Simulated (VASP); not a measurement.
Band structure of SnTe (space group Fm-3m). Computed with PBE GGA with D3 dispersion (Becke-Johnson damping), VASP's PBE PAW potentials (set 64) (plane waves; VASP).

Unless said otherwise, spin-orbit coupling is left out, though it shifts the bands of the heavy elements here.

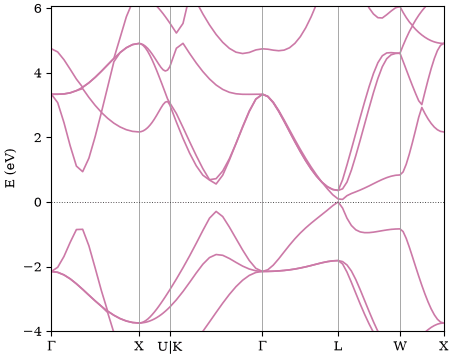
Fig. 1. Bands along high-symmetry lines, zero at the valence-band maximum or, without a gap, the Fermi level

Question: Read the plot: is there a gap, and where are the band edges?

Answer: The gap is indirect, 0.08 eV, from the valence maximum at L to the conduction minimum at L-W at 0.07. (Edges off the drawn lines would not show.)

The structure comes from a measured SnTe entry (Fm-3m) of the Crystallography Open Database, whose conditions weren't checked. It was relaxed first.
